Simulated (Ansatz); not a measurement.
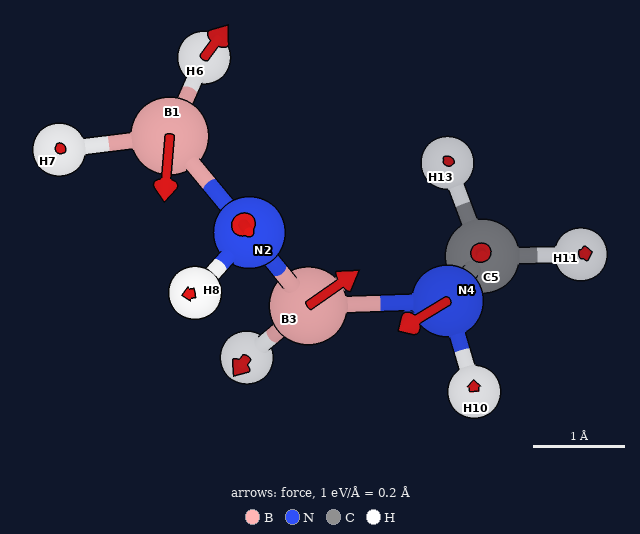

Starting geometry of CH₈B₂N₂ (coarse preliminary run) with the computed forces as red arrows. A ball-and-stick model, seen at a tilt.

The start comes from a force field.

These are results of Ansatz 0.2.0, RKS PBE-D4/def2-SVP, not measurements.

The input:
```yaml
crystal:
  periodic: [false, false, false]
  atoms:
    - {symbol: B, position_ang: [-0.605900, 1.265300, 1.824500]}
    - {symbol: N, position_ang: [-1.415000, 0.350600, 0.899700]}
    - {symbol: B, position_ang: [-0.637300, 0.202200, -0.395300]}
    - {symbol: N, position_ang: [-0.032800, -1.170100, -0.807300]}
    - {symbol: C, position_ang: [1.353900, -1.181100, -0.919100]}
    - {symbol: H, position_ang: [0.379000, 1.002600, 2.286300]}
    - {symbol: H, position_ang: [-1.044500, 2.400300, 2.017900]}
    - {symbol: H, position_ang: [-2.271900, 0.832300, 0.629800]}
    - {symbol: H, position_ang: [-0.386300, 1.159000, -1.026000]}
    - {symbol: H, position_ang: [-0.490900, -1.366200, -1.733900]}
    - {symbol: H, position_ang: [1.690700, -2.181000, -1.190700]}
    - {symbol: H, position_ang: [1.721200, -0.428600, -1.642500]}
    - {symbol: H, position_ang: [1.760200, -0.919900, 0.071400]}
basis:
  gaussian: {orbitals: def2-SVP}
hamiltonian: {xc: pbe, dispersion: d4}
relax: {f_tol: 0.03, max_steps: 200}
```

Run as
```bash
ansatz run in.yaml --threads 4 --pin off --events-out ev --progress --plain --max-ram 10444MiB
```

### Is this structure relaxed? If not, where do the atoms go?

It isn't relaxed: the largest force vector, on N atoms, is 4.59 eV/Å. The final displacements have little in common with the starting forces (cosine between the two patterns 0.05). H9 moves most after the best rigid fit: 2.02 Å. By element the largest moves are H 2.02 Å, N 0.82 Å, B 0.52 Å, C 0.44 Å. Among the contacts that change: B3–N4 1.555 → 1.406 Å, B1–N2 1.532 → 1.412 Å, B1–H6 1.119 → 1.216 Å, N4–C5 1.391 → 1.450 Å. Among the angles between lasting bonds that change: B1–N2–B3 107.6° → 133.3°, B3–N4–C5 114.6° → 130.9°, B3–N4–H10 103.2° → 115.4°. Over 19 geometry steps the energy falls by 2.970 eV. The largest force component goes from 4.2 to 0.025 eV/Å.
